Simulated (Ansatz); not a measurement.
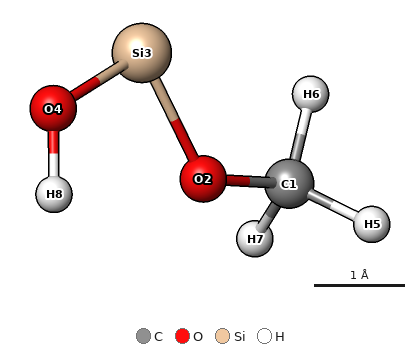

The input geometry of run A (ball-and-stick view, seen at a tilt; atoms are numbered from 1 in the order of the input). Bond lengths as drawn: C–H 1.09 to 1.10 Å, C–O 1.41 Å, H–O 0.96 Å and O–Si 1.64 to 1.66 Å.

**CH₄O₂Si: one change and its effect**

System: CH₄O₂Si, SMILES CO[Si]O.
Method of run A: RKS PBE0-D4/def2-TZVPP (Ansatz 0.2.0).

The geometry comes from this level: PBE0-D4/def2-TZVP. Text and figures count atoms from 1; the logs count them from 0 in places.

## Input, run A
```yaml
crystal:
  periodic: [false, false, false]
  atoms:
    - {symbol: C, position_ang: [-0.595745, 1.128939, -0.241673]}
    - {symbol: O, position_ang: [0.002943, -0.148571, -0.216110]}
    - {symbol: Si, position_ang: [0.765000, -0.787087, 1.109800]}
    - {symbol: O, position_ang: [1.218176, -2.240953, 0.490522]}
    - {symbol: H, position_ang: [-0.123998, 1.736301, -1.017437]}
    - {symbol: H, position_ang: [-0.496025, 1.649441, 0.718396]}
    - {symbol: H, position_ang: [-1.658303, 1.028237, -0.474276]}
    - {symbol: H, position_ang: [0.979951, -2.423406, -0.425021]}
basis:
  gaussian: {orbitals: def2-TZVPP}
hamiltonian: {xc: pbe0, dispersion: d4}
output: {orbitals: {seedname: orbitals}}
```

Hardware: 2 CPU threads, shared host.

## Output (run A)
```
Functional definition: PBE0
  parameter a = 0.25
  parameter kappa = 0.804
  parameter beta = 0.06672455060314922
  exchange = (1 - a)*pbe_x(kappa = kappa, mu = beta*pi^2/3) + a*exact_x
  correlation = pbe_c(beta = beta)
1009 factors; their error is unknown
mean field evaluation 1: about -13059.7477 eV, gradient 7.2e1 eV
mean field evaluation 2: about -13043.1725 eV, gradient 1.2e2 eV
mean field evaluation 4: about -13068.6345 eV, gradient 5.6e0 eV
mean field evaluation 8: about -13068.6903 eV, gradient 1.3e-1 eV
mean field evaluation 16: about -13068.7114 eV, gradient 4.6e-5 eV
mean field -13068.71136133 eV, -480.2662842381 hartree, gradient 4.6e-5 eV, S^2 0.000000; 0 other end points of the search recorded, 0 dependent functions left out
reference -13068.71138946 eV, -480.2662852719 hartree; 20, 20 occupied and 171, 171 virtual orbitals, 1009 factors
Total energy: -13068.82449085 eV, -480.2704416713 hartree
```

For run B the input was changed thus:
```diff
-  gaussian: {orbitals: def2-TZVPP}
+  gaussian: {orbitals: def2-SVP}
```

How does run B compare with run A?

The total energy of run B is 214.2 kcal/mol higher, which measures the change of basis and not a stability. The HOMO goes from −7.02 to −6.89 eV. The LUMO goes from −1.06 to −0.82 eV. The basis functions go from 191 to 80.

## Output (run B)
```
Functional definition: PBE0
  parameter a = 0.25
  parameter kappa = 0.804
  parameter beta = 0.06672455060314922
  exchange = (1 - a)*pbe_x(kappa = kappa, mu = beta*pi^2/3) + a*exact_x
  correlation = pbe_c(beta = beta)
872 factors; their error is unknown
mean field evaluation 1: about -13052.3696 eV, gradient 6.1e1 eV
mean field evaluation 2: about -13041.2978 eV, gradient 9.7e1 eV
mean field evaluation 4: about -13059.3406 eV, gradient 3.1e0 eV
mean field evaluation 8: about -13059.3622 eV, gradient 7.4e-2 eV
mean field -13059.42271645 eV, -479.9249328349 hartree, gradient 8.3e-5 eV, S^2 0.000000; 0 other end points of the search recorded, 0 dependent functions left out
reference -13059.42274171 eV, -479.9249337632 hartree; 20, 20 occupied and 60, 60 virtual orbitals, 872 factors
Total energy: -13059.53584310 eV, -479.9290901626 hartree
```

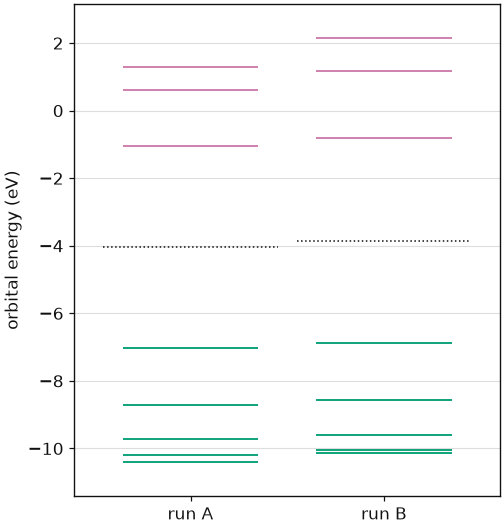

The five highest filled and three lowest empty orbital energies of the two runs; the dotted lines part filled from empty levels. The HOMO–LUMO gap is 5.96 eV in run A and 6.07 eV in run B.

## The two runs side by side

| quantity | run A | run B |
| --- | --- | --- |
| outcome | converged | converged |
| total energy (hartree) | −480.270442 | −479.929090 |
| HOMO (eV) | −7.02 | −6.89 |
| LUMO (eV) | −1.06 | −0.82 |
| basis functions | 191 | 80 |
| wall time (shared host) | 2.2 s | 0.8 s |
